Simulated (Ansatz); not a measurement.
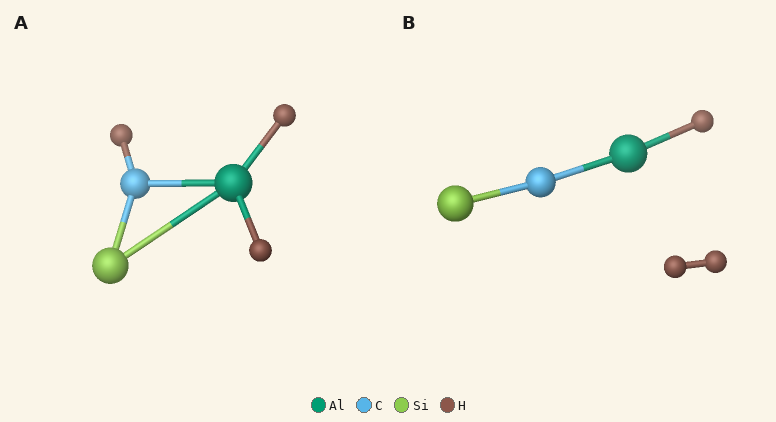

2 stationary structures of one formula. Geometries: PBE-D4/def2-SVP. Electronic energies: PBE-D4/def2-SVP (Ansatz 0.2.0), without zero-point energy. No frequency run is at hand to confirm each as a minimum.

Question: Which is lowest in energy, and by how much?

Answer: A is lowest (Cs); B lies 1.966 eV above it (Cs).
